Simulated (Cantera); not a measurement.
Input: 1 mol CCl₄, 0.092 mol H₂, at 0.120 bar.

Equilibrium computed with Cantera from the NASA thermochemical tables; the gas is ideal and each condensed phase is pure. Candidate condensed phases: C, C₆H₆, C₇H₈, C₈H₁₈; 103 gas species. Ions and electrons are included (thermal ionisation). The tables' values for CCl are old estimates; treat these amounts as uncertain. Kinetics and transport are ignored.

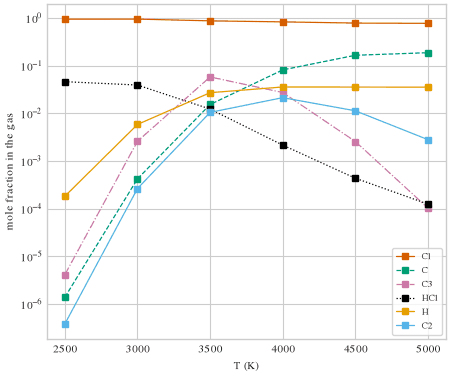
Figure. Equilibrium gas composition (values under 1e-9 drawn at 1e-9)

Read off the mole fractions at 4000 K.

Cl about 0.83, C about 0.082, H about 0.036, C₃ about 0.027, C₂ about 0.021, HCl about 0.0022.
